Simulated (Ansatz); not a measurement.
```xyz
2
Lattice="2.7434 0.0000 0.0000 0.0000 2.7434 0.0000 0.0000 0.0000 3.2407" Properties=species:S:1:pos:R:3 pbc="T T T"
Ga    1.3717    1.3717    1.6203
B     0.0000    0.0000    0.0000
```

Space group P4/mmm; a generated structure, not necessarily the stable one.

All numbers below come from Kohn-Sham DFT of a periodic cell, B3LYP, Ansatz PAW (Ansatz 0.2.0).

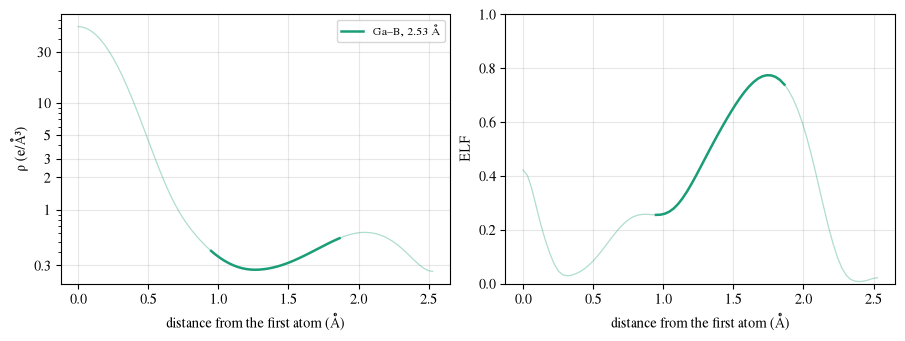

GaB. Valence charge density (pseudo) and ELF along straight lines between neighbouring atoms. Thin, pale parts lie inside the atomic spheres.

Core electrons are frozen (PAW), and the valence fields are smoothed inside the atomic spheres.

Question: What can be read from the curves?

Answer: Ga–B (2.53 Å): ρ is about 0.27 e/Å³ halfway; the ELF peaks at about 0.75 in the valence shell of B, 0.8 Å from its nucleus, and is about 0.45 at the midpoint.
